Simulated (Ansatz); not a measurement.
# C3H12AlNO: one molecule under many settings

How do the results and run time of C3H12AlNO respond when the settings are drawn wide?

Program: Ansatz 0.2.0, Gaussian basis. Level of theory: the settings change from run to run. These are calculated values, not measurements.

1 further run of the same task is left out (it didn't finish).

## Step 1: The molecule

The geometry comes from an earlier relaxation with PBE0-D4 in a triple-zeta def2 set; it is a stationary point, not always the lowest conformer.

SMILES `C[O][Al-]([CH3])([CH3])[NH3+]`, 18 atoms, charge 0, spin multiplicity 1.

Atoms are counted from 1 here; the program's logs count them from 0.

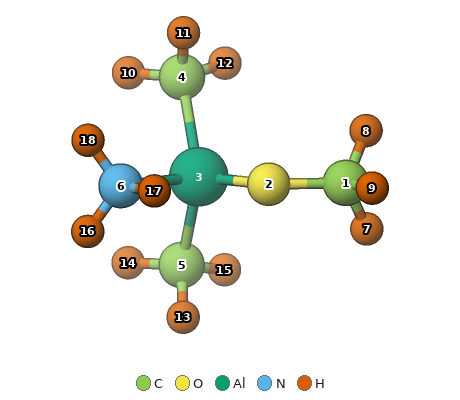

The structure; carbon green, oxygen yellow, aluminium teal, nitrogen blue, hydrogen orange; atoms are numbered from 1 in the order of the file.

## Step 2: wPBEh/cc-pVTZ-DK

in.yaml

```yaml
crystal:
  periodic: [false, false, false]
  atoms:
    - {symbol: C, position_ang: [-0.560782, -2.151856, -1.286360]}
    - {symbol: O, position_ang: [-0.524040, -1.340784, -0.159380]}
    - {symbol: Al, position_ang: [0.093972, 0.274294, 0.060929]}
    - {symbol: C, position_ang: [2.054810, 0.469102, 0.099975]}
    - {symbol: C, position_ang: [-0.990651, 1.743028, -0.681151]}
    - {symbol: N, position_ang: [-0.451583, 0.183270, 2.032703]}
    - {symbol: H, position_ang: [-1.157431, -1.711724, -2.099247]}
    - {symbol: H, position_ang: [0.442769, -2.355400, -1.688899]}
    - {symbol: H, position_ang: [-1.013137, -3.120908, -1.042070]}
    - {symbol: H, position_ang: [2.372542, 1.434177, 0.511402]}
    - {symbol: H, position_ang: [2.547285, -0.316130, 0.684597]}
    - {symbol: H, position_ang: [2.479037, 0.413980, -0.908893]}
    - {symbol: H, position_ang: [-2.063389, 1.611002, -0.500310]}
    - {symbol: H, position_ang: [-0.706320, 2.720964, -0.275640]}
    - {symbol: H, position_ang: [-0.868154, 1.816866, -1.767585]}
    - {symbol: H, position_ang: [-1.157104, 0.856426, 2.308895]}
    - {symbol: H, position_ang: [-0.854863, -0.750166, 2.074484]}
    - {symbol: H, position_ang: [0.319537, 0.235162, 2.688351]}
basis:
  gaussian: {orbitals: cc-pVTZ-DK}
hamiltonian: {xc: {name: wPBEh}}
output: {forces: true}
```

On the command line:

```sh
> ansatz run in.yaml --threads 4 --pin off --events-out ev --progress --plain --max-ram 11315MiB
```

The program printed:

```text
Functional definition: wPBEh
  name "wPBEh"
  cite "Heyd, Scuseria & Ernzerhof, J. Chem. Phys. 118, 8207 (2003) doi:10.1063/1.1564060"
  cite "Krukau, Vydrov, Izmaylov & Scuseria, J. Chem. Phys. 125, 224106 (2006) doi:10.1063/1.2404663"
  cite "Heyd & Scuseria, J. Chem. Phys. 120, 7274 (2004) doi:10.1063/1.1668634"
  cite "Ernzerhof & Perdew, J. Chem. Phys. 109, 3313 (1998) doi:10.1063/1.476928"
  cite "Perdew, Burke & Ernzerhof, Phys. Rev. Lett. 77, 3865 (1996) doi:10.1103/PhysRevLett.77.3865"
  parent pbe
  parameter a = 0.25
  parameter omega = 0.11/bohr
  exchange = wpbe_x - a*pbe_x_sr(omega) + a*exact_x_sr(omega)
  correlation = pbe_c
1874 factors; their error is unknown
145 factors; integrals over basis functions are off by at most 3.9e-7 eV
mean field evaluation 1: about -13430.6083 eV, gradient 1.0e2 eV
mean field evaluation 2: about -13411.6962 eV, gradient 1.3e2 eV
mean field evaluation 4: about -13451.3897 eV, gradient 7.8e0 eV
mean field evaluation 8: about -13451.5101 eV, gradient 1.2e-1 eV
mean field evaluation 16: about -13451.5458 eV, gradient 4.6e-4 eV
mean field -13451.54577919 eV, -494.3351896000 hartree, gradient 5.7e-5 eV, S^2 0.000000; 0 other end points of the search recorded, 0 dependent functions left out
the calculation of the forces begins
reference -13451.54583459 eV, -494.3351916359 hartree; 29, 29 occupied and 323, 323 virtual orbitals, 1874 factors
Total energy: -13451.54583459 eV, -494.3351916359 hartree
Relativity: scalar
Atom 0 at    -0.560782    -2.151856    -1.286360 Å, force    -0.010469    -0.061532    -0.058804 eV/Å
Atom 1 at    -0.524040    -1.340784    -0.159380 Å, force    -0.072794    -0.162077     0.020612 eV/Å
Atom 2 at     0.093972     0.274294     0.060929 Å, force     0.071907     0.158972    -0.021757 eV/Å
Atom 3 at     2.054810     0.469102     0.099975 Å, force     0.095479     0.007384     0.002336 eV/Å
Atom 4 at    -0.990651     1.743028    -0.681151 Å, force    -0.054443     0.070071    -0.035941 eV/Å
Atom 5 at    -0.451583     0.183270     2.032703 Å, force    -0.021936    -0.012834     0.064083 eV/Å
Atom 6 at    -1.157431    -1.711724    -2.099247 Å, force     0.019212    -0.020913     0.018471 eV/Å
Atom 7 at     0.442769    -2.355400    -1.688899 Å, force    -0.033432     0.000153     0.005272 eV/Å
Atom 8 at    -1.013137    -3.120908    -1.042070 Å, force     0.014204     0.027258    -0.013870 eV/Å
Atom 9 at     2.372542     1.434177     0.511402 Å, force     0.000977    -0.031959    -0.013169 eV/Å
Atom 10 at     2.547285    -0.316130     0.684597 Å, force    -0.005448     0.029188    -0.019301 eV/Å
Atom 11 at     2.479037     0.413980    -0.908893 Å, force    -0.004308     0.003338     0.036105 eV/Å
Atom 12 at    -2.063389     1.611002    -0.500310 Å, force     0.030995     0.013919    -0.009845 eV/Å
Atom 13 at    -0.706320     2.720964    -0.275640 Å, force    -0.016680    -0.024646    -0.017925 eV/Å
Atom 14 at    -0.868154     1.816866    -1.767585 Å, force    -0.010184     0.005500     0.034496 eV/Å
Atom 15 at    -1.157104     0.856426     2.308895 Å, force     0.035478    -0.043772     0.006459 eV/Å
Atom 16 at    -0.854863    -0.750166     2.074484 Å, force     0.015355     0.048133     0.019342 eV/Å
Atom 17 at     0.319537     0.235162     2.688351 Å, force    -0.053914    -0.006183    -0.016563 eV/Å
Dipole moment:    -0.198600     0.042082     0.846033 e Å
```

It took 8.5 s on 4 threads of Arm Neoverse V2, shared host; peak memory 1.5 GiB.

Largest force 0.179 eV/Å, dipole 4.18 D.

## Step 3: r2SCAN50/aug-cc-pVDZ

Edit in.yaml of step 2 so:

```diff
@@ -22,4 +22,3 @@
 basis:
-  gaussian: {orbitals: cc-pVTZ-DK}
-hamiltonian: {xc: {name: wPBEh}}
-output: {forces: true}
+  gaussian: {orbitals: aug-cc-pVDZ}
+hamiltonian: {xc: {name: r2SCAN50}}
```

Launched as before.

The program printed:

```text
Functional definition: r2SCAN50
  name "r2SCAN50"
  cite "Bursch, Neugebauer, Ehlert & Grimme, J. Chem. Phys. 156, 134105 (2022) doi:10.1063/5.0086040"
  cite "Furness, Kaplan, Ning, Perdew & Sun, J. Phys. Chem. Lett. 11, 8208 (2020) doi:10.1021/acs.jpclett.0c02405"
  cite "Furness, Kaplan, Ning, Perdew & Sun, J. Phys. Chem. Lett. 11, 9248 (2020) doi:10.1021/acs.jpclett.0c03077"
  parent r2scan
  parameter a = 0.5
  parameter k0 = 0.174
  parameter k1 = 0.065
  parameter a1 = 4.9479
  exchange = (1 - a)*r2scan_x(k0 = k0, k1 = k1, a1 = a1) + a*exact_x
  correlation = r2scan_c
2403 factors; their error is unknown
mean field evaluation 1: about -13423.9142 eV, gradient 8.0e1 eV
mean field evaluation 2: about -13426.7364 eV, gradient 7.1e1 eV
mean field evaluation 4: about -13437.7569 eV, gradient 2.5e0 eV
mean field evaluation 8: about -13437.7750 eV, gradient 1.2e-1 eV
mean field evaluation 16: about -13437.9323 eV, gradient 1.3e-4 eV
mean field -13437.93234596 eV, -493.8349051564 hartree, gradient 3.0e-5 eV, S^2 0.000000; 0 other end points of the search recorded, 0 dependent functions left out
reference -13437.93236684 eV, -493.8349059237 hartree; 29, 29 occupied and 221, 221 virtual orbitals, 2403 factors
Total energy: -13437.93236684 eV, -493.8349059237 hartree
```

Wall time 6.5 s (4 threads of Arm Neoverse V2, shared host).

## Step 4: B2PLYP/def2-mTZVP

Set apart from the defaults: multiplicity 3, atoms shaken by 0.08 Å, relativity set to none.

in.yaml

```yaml
crystal:
  periodic: [false, false, false]
  atoms:
    - {symbol: C, position_ang: [-0.690395, -2.301052, -1.322682]}
    - {symbol: O, position_ang: [-0.468450, -1.333239, -0.167942]}
    - {symbol: Al, position_ang: [0.076475, 0.377575, 0.000468]}
    - {symbol: C, position_ang: [2.041284, 0.436683, -0.018615]}
    - {symbol: C, position_ang: [-0.879924, 1.684972, -0.640236]}
    - {symbol: N, position_ang: [-0.474249, 0.102968, 2.114006]}
    - {symbol: H, position_ang: [-1.261805, -1.727527, -2.075657]}
    - {symbol: H, position_ang: [0.383294, -2.396073, -1.644540]}
    - {symbol: H, position_ang: [-1.000129, -3.014103, -0.995918]}
    - {symbol: H, position_ang: [2.336486, 1.374152, 0.366487]}
    - {symbol: H, position_ang: [2.465800, -0.282008, 0.677338]}
    - {symbol: H, position_ang: [2.479966, 0.214385, -0.857973]}
    - {symbol: H, position_ang: [-2.183084, 1.543743, -0.550299]}
    - {symbol: H, position_ang: [-0.769319, 2.711601, -0.332484]}
    - {symbol: H, position_ang: [-0.820228, 1.868258, -1.874929]}
    - {symbol: H, position_ang: [-1.101613, 0.776188, 2.463543]}
    - {symbol: H, position_ang: [-0.827453, -0.765356, 2.063194]}
    - {symbol: H, position_ang: [0.184571, 0.352430, 2.647670]}
basis:
  gaussian: {orbitals: def2-mTZVP}
magnetization: {spin_polarized: true, initial_magnetization: 2}
hamiltonian: {xc: {name: B2PLYP}, pseudopotentials: {relativity: none}}
```

Same command.

The program printed:

```text
Functional definition: B2PLYP
  name "B2PLYP"
  cite "Grimme, J. Chem. Phys. 124, 034108 (2006) doi:10.1063/1.2148954"
  cite "Becke, Phys. Rev. A 38, 3098 (1988) doi:10.1103/PhysRevA.38.3098"
  cite "Lee, Yang & Parr, Phys. Rev. B 37, 785 (1988) doi:10.1103/PhysRevB.37.785"
  parameter a = 0.53
  parameter c = 0.27
  exchange = (1 - a)*b88_x + a*exact_x
  correlation = (1 - c)*lyp_c + c*(mp2_os + mp2_ss)
1520 factors; integrals over basis functions are off by at most 1.2e-3 eV
mean field evaluation 1: about -13401.3683 eV, gradient 5.7e1 eV
mean field evaluation 2: about -13401.4835 eV, gradient 5.7e1 eV
mean field evaluation 4: about -13415.5151 eV, gradient 7.8e0 eV
mean field evaluation 8: about -13416.0226 eV, gradient 7.3e-1 eV
mean field evaluation 16: about -13416.0440 eV, gradient 3.8e-2 eV
mean field evaluation 32: about -13416.0441 eV, gradient 4.0e-4 eV
mean field evaluation 64: about -13416.0438 eV, gradient 7.4e-2 eV
mean field -13416.04411066 eV, -493.0305273454 hartree, gradient 7.3e-6 eV, S^2 2.007617; 8 other end points of the search recorded, 0 dependent functions left out
10 core orbitals not correlated: weight in the atoms' cores, before any rotation towards them, 1.000 or more for the frozen orbitals, at most 0.000 for the correlated occupied ones
reference -13416.04433129 eV, -493.0305354534 hartree; 20, 18 occupied and 128, 130 virtual orbitals, 1520 factors
second order -28.16884157 eV of doubles, -0.00000000 eV of singles
Total energy: -13423.64991851 eV, -493.3100356286 hartree
```

Run time: 16 s. Hardware: 4 threads of Arm Neoverse V2, shared host.

⟨S²⟩ 2.008.

## Step 5: HSE06/def2-TZVPP

Set apart from the defaults: multiplicity 3, a grid of angular degree 23.

in.yaml

```yaml
crystal:
  periodic: [false, false, false]
  atoms:
    - {symbol: C, position_ang: [-0.560782, -2.151856, -1.286360]}
    - {symbol: O, position_ang: [-0.524040, -1.340784, -0.159380]}
    - {symbol: Al, position_ang: [0.093972, 0.274294, 0.060929]}
    - {symbol: C, position_ang: [2.054810, 0.469102, 0.099975]}
    - {symbol: C, position_ang: [-0.990651, 1.743028, -0.681151]}
    - {symbol: N, position_ang: [-0.451583, 0.183270, 2.032703]}
    - {symbol: H, position_ang: [-1.157431, -1.711724, -2.099247]}
    - {symbol: H, position_ang: [0.442769, -2.355400, -1.688899]}
    - {symbol: H, position_ang: [-1.013137, -3.120908, -1.042070]}
    - {symbol: H, position_ang: [2.372542, 1.434177, 0.511402]}
    - {symbol: H, position_ang: [2.547285, -0.316130, 0.684597]}
    - {symbol: H, position_ang: [2.479037, 0.413980, -0.908893]}
    - {symbol: H, position_ang: [-2.063389, 1.611002, -0.500310]}
    - {symbol: H, position_ang: [-0.706320, 2.720964, -0.275640]}
    - {symbol: H, position_ang: [-0.868154, 1.816866, -1.767585]}
    - {symbol: H, position_ang: [-1.157104, 0.856426, 2.308895]}
    - {symbol: H, position_ang: [-0.854863, -0.750166, 2.074484]}
    - {symbol: H, position_ang: [0.319537, 0.235162, 2.688351]}
basis:
  gaussian: {orbitals: def2-TZVPP, final_grid: {core_spheres: 8, valence_spheres: 7, degree: 23}}
magnetization: {spin_polarized: true, initial_magnetization: 2}
hamiltonian: {xc: {name: HSE06}}
output: {forces: true}
```

Launched as before.

The program printed:

```text
Functional definition: HSE06
  name "HSE06"
  cite "Heyd, Scuseria & Ernzerhof, J. Chem. Phys. 118, 8207 (2003) doi:10.1063/1.1564060"
  cite "Krukau, Vydrov, Izmaylov & Scuseria, J. Chem. Phys. 125, 224106 (2006) doi:10.1063/1.2404663"
  cite "Heyd & Scuseria, J. Chem. Phys. 120, 7274 (2004) doi:10.1063/1.1668634"
  cite "Ernzerhof & Perdew, J. Chem. Phys. 109, 3313 (1998) doi:10.1063/1.476928"
  cite "Perdew, Burke & Ernzerhof, Phys. Rev. Lett. 77, 3865 (1996) doi:10.1103/PhysRevLett.77.3865"
  parent pbe
  parameter a = 0.25
  parameter omega = 0.11/bohr
  # The whole range is PBE's own exchange, as in plane waves. The composition of these papers is wPBEh.
  exchange = pbe_x - a*pbe_x_sr(omega) + a*exact_x_sr(omega)
  correlation = pbe_c
1854 factors; their error is unknown
146 factors; integrals over basis functions are off by at most 3.8e-7 eV
mean field evaluation 1: about -13408.7159 eV, gradient 6.8e1 eV
mean field evaluation 2: about -13393.3436 eV, gradient 8.1e1 eV
mean field evaluation 4: about -13426.8255 eV, gradient 2.2e1 eV
mean field evaluation 8: about -13429.0683 eV, gradient 1.2e0 eV
mean field evaluation 16: about -13429.0795 eV, gradient 4.9e-2 eV
mean field evaluation 32: about -13428.6125 eV, gradient 2.8e0 eV
mean field -13429.07949141 eV, -493.5095687523 hartree, gradient 2.5e-5 eV, S^2 2.009374; 7 other end points of the search recorded, 0 dependent functions left out
the calculation of the forces begins
reference -13429.07956423 eV, -493.5095714283 hartree; 30, 28 occupied and 335, 337 virtual orbitals, 1854 factors
Total energy: -13429.07956423 eV, -493.5095714283 hartree
Atom 0 at    -0.560782    -2.151856    -1.286360 Å, force    -0.216464    -0.641633    -0.118901 eV/Å
Atom 1 at    -0.524040    -1.340784    -0.159380 Å, force     0.115501    -0.128524    -0.652160 eV/Å
Atom 2 at     0.093972     0.274294     0.060929 Å, force    -0.494491    -0.223164     1.581921 eV/Å
Atom 3 at     2.054810     0.469102     0.099975 Å, force     1.829043     0.222369    -0.425352 eV/Å
Atom 4 at    -0.990651     1.743028    -0.681151 Å, force    -0.798178     1.324644    -1.102430 eV/Å
Atom 5 at    -0.451583     0.183270     2.032703 Å, force     0.311439    -0.073491    -1.337411 eV/Å
Atom 6 at    -1.157431    -1.711724    -2.099247 Å, force     0.138607     0.162325     0.058527 eV/Å
Atom 7 at     0.442769    -2.355400    -1.688899 Å, force    -0.010652     0.223471     0.017635 eV/Å
Atom 8 at    -1.013137    -3.120908    -1.042070 Å, force     0.007964     0.121270     0.138319 eV/Å
Atom 9 at     2.372542     1.434177     0.511402 Å, force    -0.508101     0.143725     0.181265 eV/Å
Atom 10 at     2.547285    -0.316130     0.684597 Å, force    -0.521778    -0.191426     0.197173 eV/Å
Atom 11 at     2.479037     0.413980    -0.908893 Å, force    -0.337123    -0.064784    -0.281311 eV/Å
Atom 12 at    -2.063389     1.611002    -0.500310 Å, force     0.109011    -0.456657     0.358260 eV/Å
Atom 13 at    -0.706320     2.720964    -0.275640 Å, force     0.334508    -0.209683     0.398120 eV/Å
Atom 14 at    -0.868154     1.816866    -1.767585 Å, force     0.279022    -0.322472    -0.122994 eV/Å
Atom 15 at    -1.157104     0.856426     2.308895 Å, force    -0.483316     0.484758     0.247690 eV/Å
Atom 16 at    -0.854863    -0.750166     2.074484 Å, force    -0.275160    -0.434593     0.357443 eV/Å
Atom 17 at     0.319537     0.235162     2.688351 Å, force     0.520169     0.063868     0.504207 eV/Å
Dipole moment:    -0.017085    -0.200622    -0.254622 e Å
```

It took 25 s on 4 threads of Arm Neoverse V2, shared host; peak memory 1.9 GiB.

Largest force 1.899 eV/Å, dipole 1.56 D, ⟨S²⟩ 2.009.

## Step 6: r2SCAN50/def2-SVPD

Options: charge +1, multiplicity 2, atoms shaken by 0.15 Å, D3(BJ) dispersion, the search for lower states set to off.

in.yaml

```yaml
crystal:
  periodic: [false, false, false]
  atoms:
    - {symbol: C, position_ang: [-0.573501, -2.082001, -1.042119]}
    - {symbol: O, position_ang: [-0.633584, -1.400613, -0.379104]}
    - {symbol: Al, position_ang: [0.124196, 0.150969, 0.038278]}
    - {symbol: C, position_ang: [2.085373, 0.439442, -0.236991]}
    - {symbol: C, position_ang: [-1.167448, 1.713767, -0.493456]}
    - {symbol: N, position_ang: [-0.516800, 0.149946, 1.958418]}
    - {symbol: H, position_ang: [-1.084204, -1.556246, -1.765023]}
    - {symbol: H, position_ang: [0.733446, -2.438381, -1.733402]}
    - {symbol: H, position_ang: [-0.804212, -3.347126, -1.133171]}
    - {symbol: H, position_ang: [2.280307, 1.538153, 0.358434]}
    - {symbol: H, position_ang: [2.499384, -0.064551, 0.664858]}
    - {symbol: H, position_ang: [2.733726, 0.537604, -0.901590]}
    - {symbol: H, position_ang: [-2.051792, 1.603008, -0.483444]}
    - {symbol: H, position_ang: [-0.595323, 2.750271, -0.307701]}
    - {symbol: H, position_ang: [-0.922988, 1.767207, -1.734784]}
    - {symbol: H, position_ang: [-0.918011, 0.789065, 2.339122]}
    - {symbol: H, position_ang: [-1.003204, -0.877704, 1.826202]}
    - {symbol: H, position_ang: [0.387213, 0.163628, 2.802828]}
basis:
  gaussian: {orbitals: def2-SVPD}
total_charge: 1
magnetization: {spin_polarized: true, initial_magnetization: 1}
hamiltonian: {xc: {name: r2SCAN50}, dispersion: d3bj}
scf: {lower_state_search: off}
```

The command is unchanged.

The program printed:

```text
Warning: the engine holds no damping parameters fitted to this dispersion correction and functional, so the run takes those fitted to r2scan50 beside the three-body term, which d3bj leaves out (hamiltonian.dispersion, under Limitations)
Functional definition: r2SCAN50
  name "r2SCAN50"
  cite "Bursch, Neugebauer, Ehlert & Grimme, J. Chem. Phys. 156, 134105 (2022) doi:10.1063/5.0086040"
  cite "Furness, Kaplan, Ning, Perdew & Sun, J. Phys. Chem. Lett. 11, 8208 (2020) doi:10.1021/acs.jpclett.0c02405"
  cite "Furness, Kaplan, Ning, Perdew & Sun, J. Phys. Chem. Lett. 11, 9248 (2020) doi:10.1021/acs.jpclett.0c03077"
  parent r2scan
  parameter a = 0.5
  parameter k0 = 0.174
  parameter k1 = 0.065
  parameter a1 = 4.9479
  exchange = (1 - a)*r2scan_x(k0 = k0, k1 = k1, a1 = a1) + a*exact_x
  correlation = r2scan_c
these checks for a lower state are left out or cut short: stability, starts, cluster_reference, orbital_swaps, neighbouring_geometries, increment
2022 factors; their error is unknown
mean field evaluation 1: about -13386.5135 eV, gradient 6.6e1 eV
mean field evaluation 2: about -13379.6664 eV, gradient 7.0e1 eV
mean field evaluation 4: about -13405.5325 eV, gradient 4.0e0 eV
mean field evaluation 8: about -13405.7481 eV, gradient 3.5e-1 eV
mean field evaluation 16: about -13405.9146 eV, gradient 1.9e-2 eV
mean field evaluation 32: about -13405.9147 eV, gradient 6.2e-6 eV
mean field -13405.91465047 eV, -492.6582765495 hartree, gradient 6.2e-6 eV, S^2 0.760831; 0 other end points of the search recorded, 0 dependent functions left out
reference -13405.91466494 eV, -492.6582770814 hartree; 29, 28 occupied and 194, 195 virtual orbitals, 2022 factors
Total energy: -13406.06214308 eV, -492.6636968027 hartree
Checks for a lower state left out: stability, starts, cluster_reference, orbital_swaps, neighbouring_geometries, increment
```

Run time: 9.5 s. Hardware: 4 threads of Arm Neoverse V2, shared host; peak memory 0.87 GiB.

⟨S²⟩ 0.761.

(Part 1 of 2 ends here.)
